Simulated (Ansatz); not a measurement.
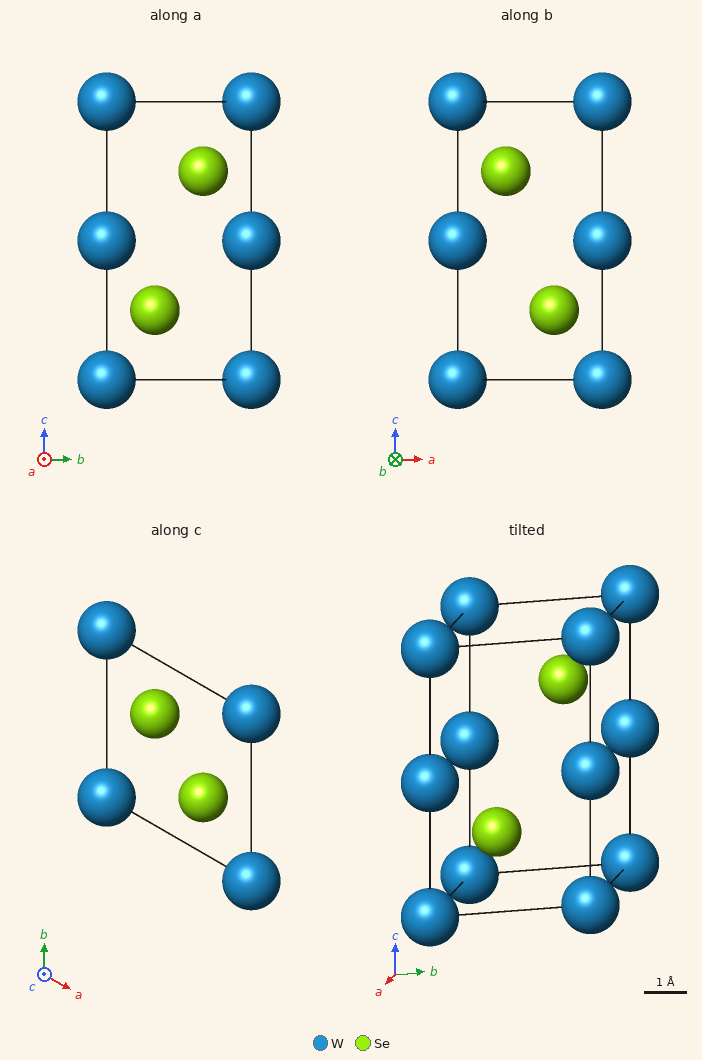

Crystal structure, spheres-only style, seen along the a axis, along the b axis, along the c axis and slightly off an axis. The conventional unit cell is drawn as a box.

Lattice parameters: a = 4.068 Å, b = 4.068 Å, c = 6.766 Å, α = 90.00°, β = 90.00°, γ = 120.00°.

Question: Convert the drawing into a table of Wyckoff sites.

Answer: Space group P6_3/mmc (No. 194).
```csv
atom,site,x,y,z
W,2a,0.0000,0.0000,0.5000
Se,2d,0.3333,0.6667,0.7500
```

The model was built from a structure type filled with these elements by a generator (whether the compound takes this form wasn't checked). Earlier steps of the study may have refined or changed the cell and positions. It was run through Ansatz as a DFT input.
